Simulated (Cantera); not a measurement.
Input: 1 mol SiC, a varied amount of O2, 400 mol N2, 2.5 mol N2O, at 1748.15 K and 1 atm.

These are equilibrium values from Cantera (NASA tables, ideal gas, pure condensed phases), not measurements of a reactor. Candidate condensed phases: C, Si, SiC, SiO2, Si2N2O, Si3N4; 34 gas species. The tables hold silica as quartz up to 1696 K and as liquid above; real silica turns to tridymite and cristobalite and melts near 1996 K. Equilibrium is a limit: real reactors are often held back by kinetics, nucleation or transport.

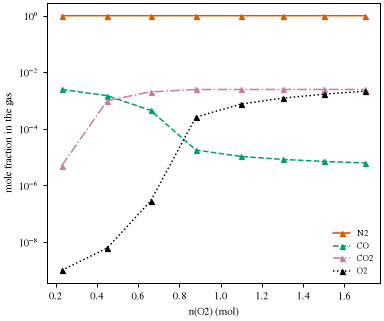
Figure. Equilibrium gas composition (values under 1e-9 drawn at 1e-9)

From 0.23 mol O2 to 1.7 mol O2 the condensed part is SiO2(condensed).
